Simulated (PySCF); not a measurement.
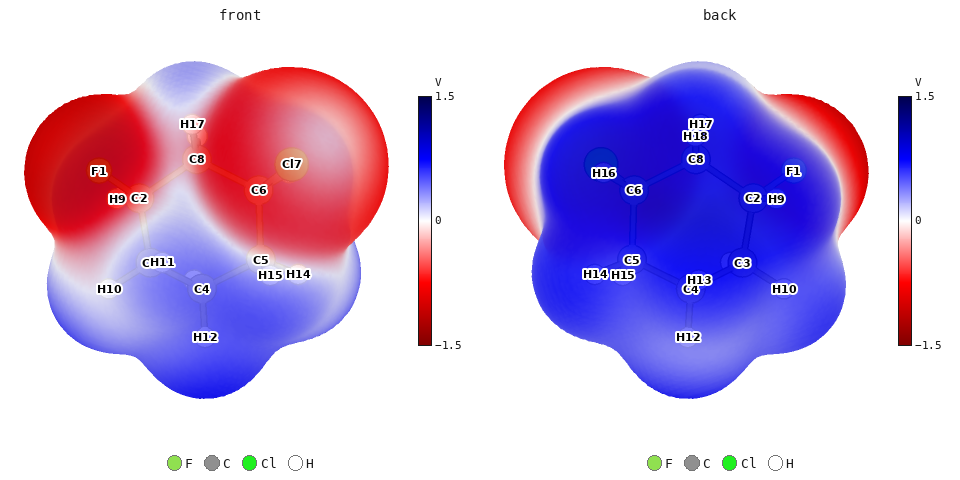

The picture shows: C$_{6}$H$_{10}$ClF. The molecular electrostatic potential painted on the density surface at 0.001 e/bohr³, seen from the front and from behind; the colour scale runs from red (negative) to blue (positive).

Geometry: GFN2-xTB.

These are results of PBE0/pcSseg-1, SCF density, gas phase, non-relativistic in PySCF, not measurements.

| atom | x (Å) | y (Å) | z (Å) |
| --- | --- | --- | --- |
| F | 0.4413 | 2.5129 | 0.8393 |
| C | 0.1286 | 1.4957 | -0.0475 |
| C | -1.1498 | 0.8124 | 0.4075 |
| C | -1.3504 | -0.4298 | -0.4476 |
| C | -0.3308 | -1.4810 | -0.0266 |
| C | 1.1147 | -0.9602 | -0.0143 |
| Cl | 1.8959 | -1.5229 | 1.5144 |
| C | 1.3415 | 0.5563 | -0.1602 |
| H | -0.0447 | 2.0023 | -1.0066 |
| H | -1.9847 | 1.5076 | 0.3113 |
| H | -1.0552 | 0.5349 | 1.4587 |
| H | -2.3542 | -0.8322 | -0.3092 |
| H | -1.2310 | -0.1748 | -1.5028 |
| H | -0.3930 | -2.3493 | -0.6844 |
| H | -0.5929 | -1.8157 | 0.9785 |
| H | 1.6905 | -1.4615 | -0.7952 |
| H | 2.0501 | 0.8727 | 0.6077 |
| H | 1.8240 | 0.7327 | -1.1231 |

Q: Which sites attract a positive test charge, and which a negative one?

A: A positive charge is drawn to the negative regions and a negative charge to the positive ones. The most negative region (about −1.0 V) lies over F1, the most positive (about +0.9 V) over the C and H atoms.
